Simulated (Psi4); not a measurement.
**Li2H2 ((LiH)2 ring): a chain of runs**

We compute a geometry optimisation (B3LYP/STO-3G), then vibrational wavenumbers, then a single-point energy (CCSD(T)/cc-pVTZ), then the excited states (TDA-B3LYP/STO-3G) of Li2H2 ((LiH)2 ring). 

The calculation is run with Psi4 1.11.

**1. Starting point**

The species is Li2H2 (4 atoms), meant as a singlet with charge 0. The shape comes from GFN2-xTB, which is rough for such elements, and wasn't checked as a minimum. The run starts from this shape.

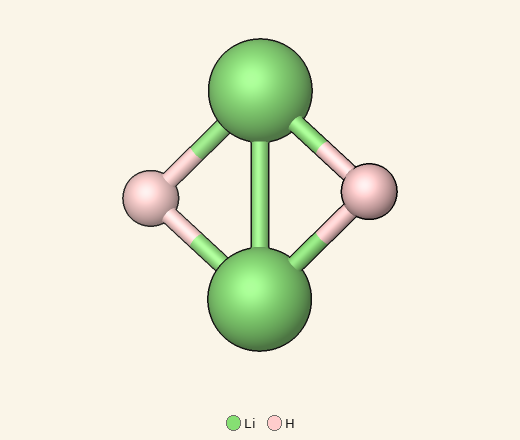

The structure, seen from a chosen angle (lithium green, hydrogen pink).

**2. A geometry optimisation at B3LYP/STO-3G (density fitting) (run 1)**

calc.py reads:

```python
import psi4

psi4.set_memory('1600 MB')
psi4.set_num_threads(1)
psi4.set_output_file('output.dat', False)

geom = psi4.geometry("""
0 1
Li     0.748450     0.467780    -0.657020
H     -0.711410     1.057560    -0.059410
Li    -0.748660    -0.467860     0.656490
H      0.711620    -1.057470     0.059940
symmetry c1
""")

psi4.set_options({
    'geom_maxiter': 60,
})

result = psi4.optimize('b3lyp/STO-3G', molecule=geom)
print(f'total energy {result:.8f} hartree = {result * 27.211386:.5f} eV')
geom.save_xyz_file('final.xyz', False)
```

The run is started by

```bash
$ python calc.py
```

output.dat:

```text
[...]
  Running in c1 symmetry.
[...]
  Nuclear repulsion =    6.140703128902246
[...]
  Multiplicity = 1
[...]
  Nalpha       = 4
  Nbeta        = 4
[...]
    Number of basis functions: 12
[...]
   @DF-RKS iter   1:   -15.98869232751104   -4.90216e-01   8.66416e-03 ADIIS/DIIS
[...]
   @DF-RKS iter   4:   -16.00269034348793   -1.31806e-12   3.94584e-09 DIIS
[...]
    Orbital Energies [Eh]
    ---------------------
    Doubly Occupied:
       1A     -1.880429     2A     -1.878359     3A     -0.241688
       4A     -0.200038
[...]
  @DF-RKS Final Energy:   -16.00269034348793
   => Energetics <=
    Nuclear Repulsion Energy =              6.0458926879443311
    One-Electron Energy =                 -33.0283258547068144
    Two-Electron Energy =                  14.6710112078838151
    DFT Exchange-Correlation Energy =      -3.6912683846092627
    Empirical Dispersion Energy =           0.0000000000000000
    VV10 Nonlocal Energy =                  0.0000000000000000
    Total Energy =                        -16.0026903434879308
[...]
 Multipole Moments:
 ------------------------------------------------------------------------------------
     Multipole            Electronic (a.u.)      Nuclear  (a.u.)        Total (a.u.)
 ------------------------------------------------------------------------------------
 L = 1.  Multiply by 2.5417464519 to convert [e a0] to [Debye]
 Dipole X            :          0.0000583           -0.0000313            0.0000270
 Dipole Y            :          0.0000295           -0.0000140            0.0000154
 Dipole Z            :          0.0001079           -0.0000544            0.0000535
 Magnitude           :                                                    0.0000619
[...]
  -Total Gradient:
     Atom            X                  Y                   Z
    ------   -----------------  -----------------  -----------------
       1       -0.000022829135    -0.000018440664     0.000022946273
       2       -0.000023414627     0.000030315820    -0.000000932988
       3        0.000023886690     0.000018091266    -0.000021380605
       4        0.000022360338    -0.000029963047    -0.000000624963
[...]
    Final optimized geometry and variables:
    Molecular point group: c1
    Full point group: C1
    Geometry (in Angstrom), charge = 0, multiplicity = 1:
    LI           0.762547423081     0.475828813897    -0.668691076477
    H           -0.720174213623     1.069585036441    -0.060073913174
    LI          -0.762543238964    -0.475826938088     0.668698346685
    H            0.720145085774    -1.069598094938     0.060023301403
[...]
```

The script printed:

```text
Optimizer: Optimization complete!
total energy -16.00269034 hartree = -435.45538 eV
```

Wall time 8.4 s (1 thread of Intel Xeon Platinum 8223CL at 3.00GHz (Skylake/Cascade Lake), shared host); peak memory 0.25 GiB.

Steps, from the record of the run:

| step | energy from the first frame kept (eV) | largest force (eV/Å) |
| --- | --- | --- |
| 0 | 0.0000 | 0.2608 |
| 1 | -0.0059 | 0.1225 |
| 2 | -0.0073 | 0.0199 |
| 3 | -0.0073 | 0.0114 |
| 4 | -0.0074 | 0.0020 |

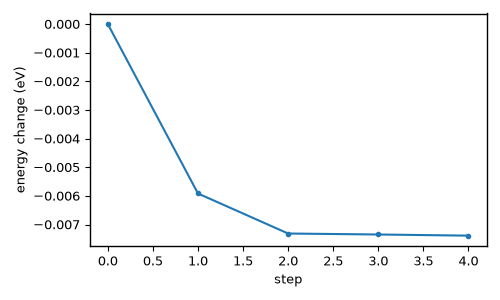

Energy along the run.

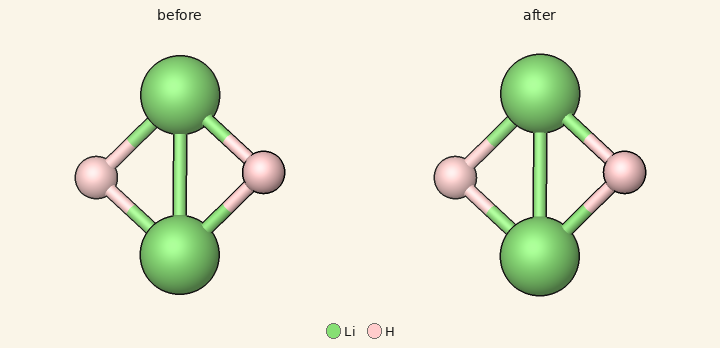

Before and after, at one scale.

After the run. Bond lengths: Li1–H2 1.709 Å, H2–Li3 1.709 Å, Li1–H4 1.709 Å, Li3–H4 1.709 Å. Angles: Li1–H2–Li3 81.9°, Li1–H4–Li3 81.9°, H2–Li1–H4 98.1°, H2–Li3–H4 98.1°.

**3. The harmonic vibrations at B3LYP/STO-3G (density fitting) (run 2)**

calc.in reads:

```
memory 1600 mb

molecule geom {
  Li     0.762469     0.475799    -0.668890
  H     -0.720253     1.069556    -0.060272
  Li    -0.762622    -0.475856     0.668500
  H      0.720066    -1.069627     0.059825
  symmetry c1
}

set basis STO-3G
set t 600.0
set rotational_symmetry_number 4

E, wfn = freq("b3lyp", return_wfn=True)
```

The run is started by

```bash
$ psi4 -i calc.in -o calc.out -n 1
```

calc.out:

```text
[...]
  Running in c1 symmetry.
[...]
  Nuclear repulsion =    6.045892521861911
[...]
  Multiplicity = 1
[...]
  Nalpha       = 4
  Nbeta        = 4
[...]
    Number of basis functions: 12
[...]
   @DF-RKS iter   1:   -15.98893030953476   -4.96115e-01   8.62650e-03 ADIIS/DIIS
[...]
   @DF-RKS iter   7:   -16.00269014111992   -1.63425e-13   2.58734e-09 DIIS
[...]
    Orbital Energies [Eh]
    ---------------------
    Doubly Occupied:
       1A     -1.880433     2A     -1.878352     3A     -0.241686
       4A     -0.200023
[...]
  @DF-RKS Final Energy:   -16.00269014111992
   => Energetics <=
    Nuclear Repulsion Energy =              6.0456434175807443
    One-Electron Energy =                 -33.0278772902377824
    Two-Electron Energy =                  14.6708006395591486
    DFT Exchange-Correlation Energy =      -3.6912569080220328
    Empirical Dispersion Energy =           0.0000000000000000
    VV10 Nonlocal Energy =                  0.0000000000000000
    Total Energy =                        -16.0026901411199205
[...]
  -Total Gradient:
     Atom            X                  Y                   Z
    ------   -----------------  -----------------  -----------------
       1       -0.000006831565    -0.000066196951     0.000069054193
       2       -0.000027511030     0.000032663668    -0.000033287521
       3       -0.000033072714     0.000027175577     0.000042271933
       4        0.000067360334     0.000006353228    -0.000077619192
[...]
  ==> Harmonic Vibrational Analysis <==
[...]
  Freq [cm^-1]                 582.6303            616.7195            921.0887
[...]
  IR activ [km/mol]             0.0000             508.7454             0.0000
[...]
  Freq [cm^-1]                1016.6292           1303.6976           1336.1094
[...]
  IR activ [km/mol]           1013.7987            177.7111             0.0000
[...]
  Total E_0, Enthalpy at 0 [K]                                                          -15.98952965 [Eh]
[...]
  Total H, Enthalpy at  600.00 [K]                                                      -15.97873623 [Eh]
[...]
  Total G, Gibbs energy at  600.00 [K]                                                  -16.03681848 [Eh]
[...]
```

The script printed:

```text
Warning: used thermodynamics relations inappropriate for low-frequency modes: ['582.6303' '616.7195']
```

Wall time 29 s (1 thread of Intel Xeon Platinum 8223CL at 3.00GHz (Skylake/Cascade Lake), shared host); peak memory 0.24 GiB.

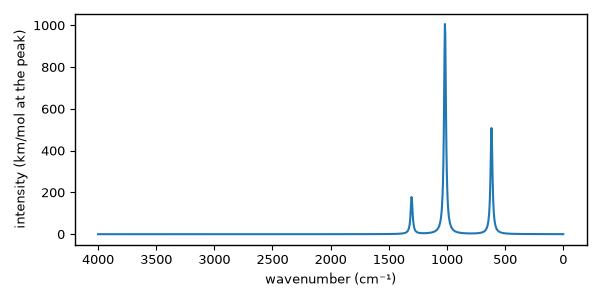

Harmonic infrared spectrum, unscaled, lines broadened by 10 cm⁻¹.

**4. The energy at CCSD(T)/cc-pVTZ (run 3)**

input.dat reads:

```
memory 1.6 GB

molecule m {
  0 1
  Li     0.762469     0.475799    -0.668890
  H     -0.720253     1.069556    -0.060272
  Li    -0.762622    -0.475856     0.668500
  H      0.720066    -1.069627     0.059825
  symmetry c1
}

set basis cc-pVTZ
set scf_type pk
set freeze_core true

energy_value, wavefunction = energy("ccsd(t)", return_wfn=True)
print_variables()
```

The run is started by

```bash
$ psi4 -n 1 input.dat output.dat
```

output.dat:

```text
[...]
  Running in c1 symmetry.
[...]
  Nuclear repulsion =    6.045892521861911
[...]
  Multiplicity = 1
[...]
  Nalpha       = 4
  Nbeta        = 4
[...]
    Number of basis functions: 88
[...]
   @RHF iter   1:   -16.02842942304634   -5.32842e-01   1.67151e-03 ADIIS/DIIS
[...]
   @RHF iter   7:   -16.04749938781244   -7.24540e-11   7.71105e-09 DIIS
[...]
    Orbital Energies [Eh]
    ---------------------
    Doubly Occupied:
       1A     -2.403637     2A     -2.401270     3A     -0.374730
       4A     -0.318381
[...]
  @RHF Final Energy:   -16.04749938781244
   => Energetics <=
    Nuclear Repulsion Energy =              6.0458925218619113
    One-Electron Energy =                 -33.1907485503732360
    Two-Electron Energy =                  11.0973566406988873
    Total Energy =                        -16.0474993878124366
[...]
 Multipole Moments:
 ------------------------------------------------------------------------------------
     Multipole            Electronic (a.u.)      Nuclear  (a.u.)        Total (a.u.)
 ------------------------------------------------------------------------------------
 L = 1.  Multiply by 2.5417464519 to convert [e a0] to [Debye]
 Dipole X            :          0.0000705           -0.0000320            0.0000386
 Dipole Y            :          0.0000277           -0.0000132            0.0000145
 Dipole Z            :          0.0001186           -0.0000536            0.0000650
 Magnitude           :                                                    0.0000769
[...]
      * MP2 total energy                      =  -16.105126668444957
[...]
      * CCSD total energy                     =  -16.120792226226378
[...]
      * CCSD(T) total energy                  =  -16.121243012497835
[...]
```

Wall time 15 s (1 thread of Intel Xeon Platinum 8223CL at 3.00GHz (Skylake/Cascade Lake), shared host); peak memory 1 GiB.

**5. The vertical excitations at TDA-B3LYP/STO-3G (density fitting, save jk yes) (run 4)**

calc.inp reads:

```
memory 1.6 GB

molecule geom {
  0 1
  Li
  H 1 1.709218
  Li 2 1.709152 1 81.90759
  H 1 1.709142 2 98.09232 3 0.00227
}

set basis STO-3G
set save_jk true

from psi4.driver.procrouting.response.scf_response import tdscf_excitations
result, w = energy('b3lyp', return_wfn=True)
states = tdscf_excitations(w, states=4, tda=True)
```

The run is started by

```bash
$ psi4 calc.inp calc.out -n 1
```

calc.out:

```text
[...]
  Running in c1 symmetry.
[...]
  Nuclear repulsion =    6.045893365043570
[...]
  Multiplicity = 1
[...]
  Nalpha       = 4
  Nbeta        = 4
[...]
    Number of basis functions: 12
[...]
   @DF-RKS iter   1:   -15.98893031170788   -4.96115e-01   8.62650e-03 DIIS/ADIIS
[...]
   @DF-RKS iter   5:   -16.00269034349678   -1.95255e-09   1.35992e-07 DIIS
[...]
    Orbital Energies [Eh]
    ---------------------
    Doubly Occupied:
       1A     -1.880429     2A     -1.878359     3A     -0.241688
       4A     -0.200038
[...]
  @DF-RKS Final Energy:   -16.00269034349678
   => Energetics <=
    Nuclear Repulsion Energy =              6.0458933650435700
    One-Electron Energy =                 -33.0283281837139242
    Two-Electron Energy =                  14.6710124190324596
    DFT Exchange-Correlation Energy =      -3.6912679438588798
    Empirical Dispersion Energy =           0.0000000000000000
    VV10 Nonlocal Energy =                  0.0000000000000000
    Total Energy =                        -16.0026903434967771
[...]
 Multipole Moments:
 ------------------------------------------------------------------------------------
     Multipole            Electronic (a.u.)      Nuclear  (a.u.)        Total (a.u.)
 ------------------------------------------------------------------------------------
 L = 1.  Multiply by 2.5417464519 to convert [e a0] to [Debye]
 Dipole X            :          0.0001238           -0.0000630            0.0000607
 Dipole Y            :         -0.0000166            0.0000090           -0.0000076
 Dipole Z            :         -0.0000038            0.0000038            0.0000000
 Magnitude           :                                                    0.0000612
[...]
**********                               WARNING                                **********
**********       The names of excited state variables changed between 1.5       **********
[...]
**********                               WARNING                                **********
**********  Length-gauge rotatory strengths are **NOT** gauge-origin invariant  **********
[...]
                                    Excitation Energy         Total Energy        Oscillator Strength             Rotatory Strength
[...]
Excited State    1 (1 A):   0.16885 au   269.85 nm f = 0.0000
[...]
Excited State    2 (1 A):   0.17525 au   259.99 nm f = 0.0000
[...]
Excited State    3 (1 A):   0.18513 au   246.12 nm f = 0.0323
[...]
Excited State    4 (1 A):   0.21694 au   210.03 nm f = 0.0945
[...]
**********                               WARNING                                **********
**********       The names of excited state variables changed between 1.5       **********
[...]
```

It took 3.9 s on 1 thread of Intel Xeon Platinum 8223CL at 3.00GHz (Skylake/Cascade Lake), shared host; peak memory 0.23 GiB.

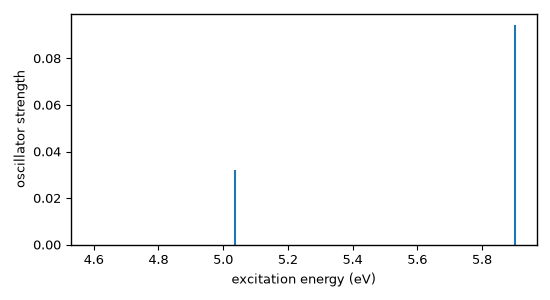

Vertical excitations as sticks.

The roots found:

| excited state | energy (eV) | strength | label |
| --- | --- | --- | --- |
| 1 | 4.595 | 0.0000 | A 1 |
| 2 | 4.769 | 0.0000 | A 1 |
| 3 | 5.038 | 0.0323 | A 1 |
| 4 | 5.903 | 0.0945 | A 1 |

**6. Results**

| quantity | value |
| --- | --- |
| run 1, B3LYP/STO-3G: total energy at the end | -16.00269 Eh |
| run 1, B3LYP/STO-3G: dipole moment | 0.00 D |
| run 1, B3LYP/STO-3G: HOMO energy | -5.44 eV |
| run 1, B3LYP/STO-3G: LUMO energy | 0.26 eV |
| run 1, B3LYP/STO-3G: HOMO–LUMO gap | 5.70 eV |
| run 2, B3LYP/STO-3G: lowest harmonic wavenumber | 583 cm⁻¹ |
| run 2, B3LYP/STO-3G: highest harmonic wavenumber | 1336 cm⁻¹ |
| run 2, B3LYP/STO-3G: zero-point energy | 34.6 kJ/mol |
| run 2, B3LYP/STO-3G: ideal-gas entropy at 600 K (symmetry number 4 as used) | 60.7 cal/(mol K) |
| run 3, CCSD(T)/cc-pVTZ: total energy | -16.12124 Eh |
| run 3, CCSD(T)/cc-pVTZ: HOMO energy (Hartree–Fock orbitals) | -8.66 eV |
| run 3, CCSD(T)/cc-pVTZ: LUMO energy (Hartree–Fock orbitals) | 0.51 eV |
| run 3, CCSD(T)/cc-pVTZ: HOMO–LUMO gap (Hartree–Fock orbitals) | 9.17 eV |
| run 3, CCSD(T)/cc-pVTZ: correlation energy (2 core orbitals frozen) | -73.7 mEh |
| run 3, CCSD(T)/cc-pVTZ: (T) correction | -0.45 mEh |
| run 3, CCSD(T)/cc-pVTZ: T1 diagnostic | 0.004 |
| run 4, TDA-B3LYP/STO-3G: ground-state or mean-field energy | -16.00269 Eh |
| run 4, TDA-B3LYP/STO-3G: dipole moment (B3LYP Kohn–Sham density) | 0.00 D |
| run 4, TDA-B3LYP/STO-3G: HOMO energy (B3LYP Kohn–Sham orbitals) | -5.44 eV |
| run 4, TDA-B3LYP/STO-3G: LUMO energy (B3LYP Kohn–Sham orbitals) | 0.26 eV |
| run 4, TDA-B3LYP/STO-3G: HOMO–LUMO gap (B3LYP Kohn–Sham orbitals) | 5.70 eV |
| run 4, TDA-B3LYP/STO-3G: lowest excitation energy | 4.59 eV |

In words: The optimisation (run 1, B3LYP/STO-3G) took 5 steps and changed the energy by -0.007 eV. All 6 modes (run 2, B3LYP/STO-3G) are real, so the shape is a minimum at this level. The triples (run 3, CCSD(T)/cc-pVTZ) make up 0.6 % of the correlation energy. The brightest of the 4 transitions from the ground state lies at 5.90 eV (210 nm, f = 0.095); the lowest, at 4.59 eV, has f = 0.000. Excitation energies in a minimal basis are rough. Roots above 5.4 eV lie over the negative of the HOMO energy, where those of Rydberg kind are poorly described; valence roots are less touched.
